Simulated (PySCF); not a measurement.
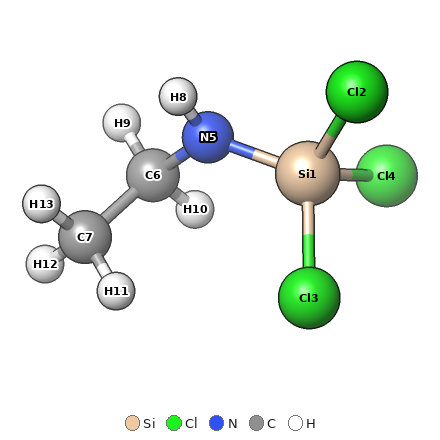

C₂H₆Cl₃NSi (SiCl3(NHEt)), SMILES CCN[Si](Cl)(Cl)Cl. Vertical core-electron binding energies by ΔSCF (SCAN, pcX-2 on the ionised atom, pcseg-1 elsewhere, spin-free X2C; PySCF, at a PBE0-D3(BJ)/def2-SVP geometry (no frequency check)), gas phase, against the vacuum level. One atom of each kind was ionised; within a panel, areas follow the number of like atoms and 2j + 1 (2p levels are split by first-order spin-orbit coupling, an approximation), Gaussians of 1.0 eV full width. Only the regions named are shown.

**Predict the Cl 2p photoelectron lines.**

| level | atoms | binding energy (eV) |
| --- | --- | --- |
| Cl 2p1/2 | Cl2, Cl3, Cl4 | 208.1 |
| Cl 2p3/2 | Cl2, Cl3, Cl4 | 206.4 |

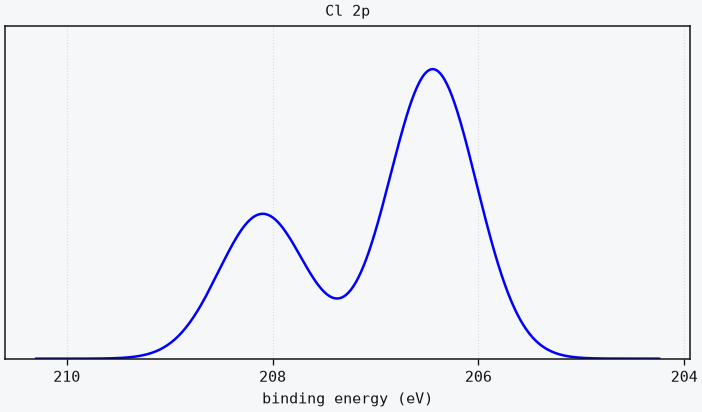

Caveats: one conformer of a flexible molecule.
